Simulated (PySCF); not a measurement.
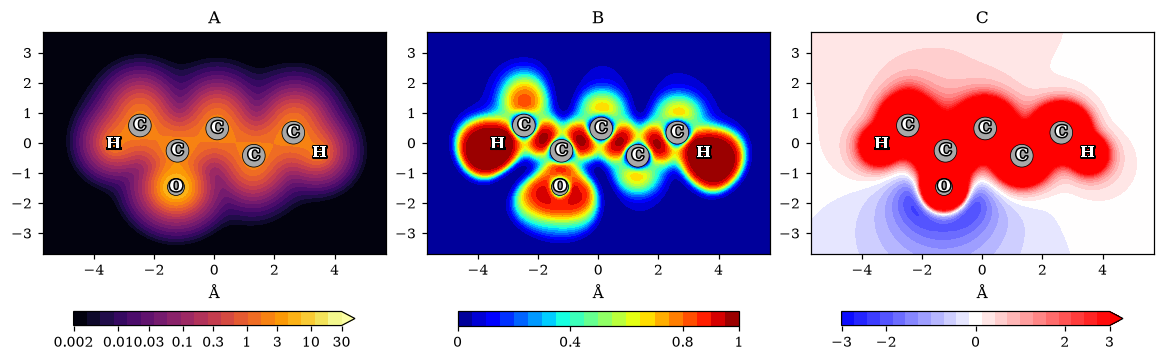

C5H10O (methyl propyl ketone): 3 fields on the plane of atoms C1, C2 and C3, with unlabelled colour scales. Grey discs cover the atomic cores.

Geometry: PBE0-D3(BJ)/def2-SVP.

Method: B3LYP/def2-SVPD, SCF density, gas phase (PySCF 2.14.0).

Which field does each panel show? The fields are: electron density, electron localisation function and electrostatic potential.

Answer. Panel A: electron density. Panel B: electron localisation function. Panel C: electrostatic potential (strongly positive close to the atoms, with negative regions outside electron-rich atoms). From the grid: C–O (1.21 Å): the density is about 3.3 e/Å³ at the midpoint; the ELF peaks at about 0.90 between the atoms; a short, multiple covalent bond. C–C (1.51 Å): ρ at the midpoint is about 1.7 e/Å³; the ELF peaks at about 0.95 between the atoms (a covalent bond).
